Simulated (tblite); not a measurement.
# C4H11GeNS: the cost of one run

Programs: tblite 0.8.0 and PySCF 2.14.0, with density-fitted response routines of our own. Each step states its level of theory. These are calculated values for one molecule in the gas phase, unless marked as measured. Atoms count from 0, in the outputs and in this text.

## 1. The starting structure

18 atoms, charge 0, multiplicity 1; geometry from: force field or distance geometry start.

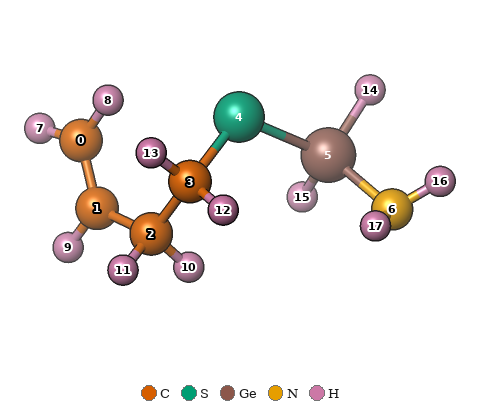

As it starts; carbon orange, sulfur teal, germanium brown, nitrogen amber, hydrogen pink, atoms numbered.

## 2. Geometry optimisation with GFN2-xTB

What the job is given:

```
{"job": {"kind": "relax", "xc": "GFN2-xTB", "basis": "xTB"}, "charge": 0, "multiplicity": 1}
C     -2.640200     0.806900     0.275100
C     -2.284000    -0.254600    -0.453900
C     -1.123300    -1.114100    -0.141500
C     -0.309600    -0.770400     1.032400
S      0.469400     0.816600     1.079400
Ge     2.013900     1.173000    -0.422100
N      3.367200    -0.077300    -0.489000
H     -3.521200     1.359400    -0.059500
H     -2.071100     1.090700     1.156000
H     -2.890300    -0.518100    -1.326600
H     -0.475800    -1.168800    -1.040200
H     -1.542800    -2.148800     0.007200
H      0.431800    -1.596700     1.203200
H     -0.964900    -0.845000     1.950900
H      2.692400     2.570200    -0.135000
H      1.374800     1.279400    -1.818500
H      4.274900     0.360400    -0.147100
H      3.189800    -0.956400     0.068300
```

Started as:

```sh
$ OMP_NUM_THREADS=1 python probes_run.py task.json out
```

One launch serves the whole session: the jobs run in the order shown.

**Question.** How long does this first job take on 1 thread of Arm Neoverse N1, shared host, and how much memory does it need?

About 1.8 s, with a peak of 0.18 GiB.
